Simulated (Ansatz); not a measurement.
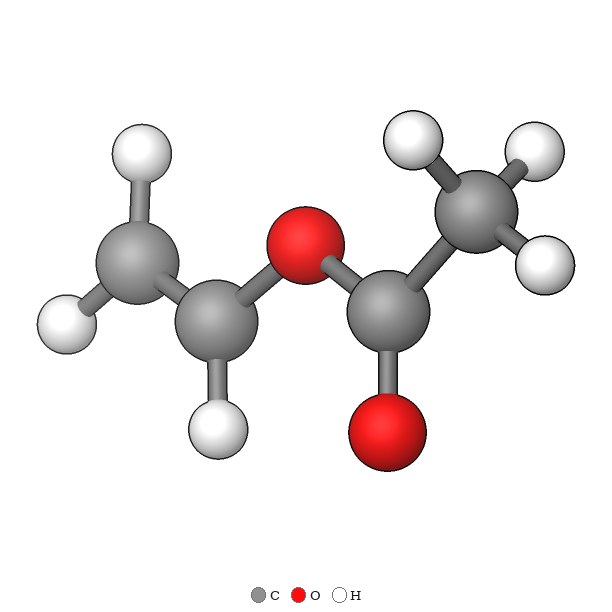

The computed structure is the end point of a PBE-D4/def2-SVP optimisation. No frequency run is at hand to confirm it as a minimum.

Draw it as a skeletal formula.

SMILES: C=COC(C)=O

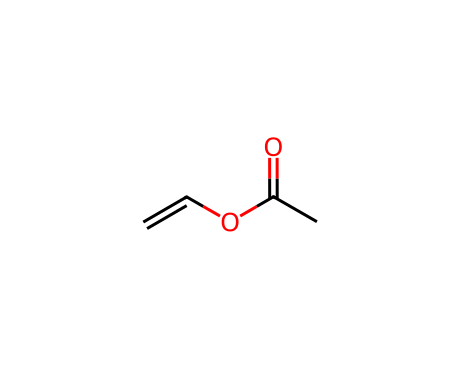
